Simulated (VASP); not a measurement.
Band structure of MoSe (relaxed from the NiAs type structure, space group P6_3/mmc). Computed with PBE GGA, VASP's PBE PAW potentials (set 64) (plane waves; VASP).

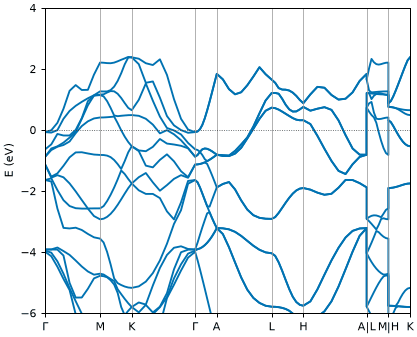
Bands along high-symmetry lines, zero at the valence-band maximum or, without a gap, the Fermi level

Question: Read the plot: is there a gap, and where are the band edges?

Answer: It has no gap at this level: it comes out as a metal or semimetal. (Edges off the drawn lines would not show.)

The structure was generated: MoSe was put into the NiAs type type (P6_3/mmc), which need not be its known phase. It was relaxed first, which changed the volume by -33 %. VASP warned that the highest band is occupied, so more bands are needed.
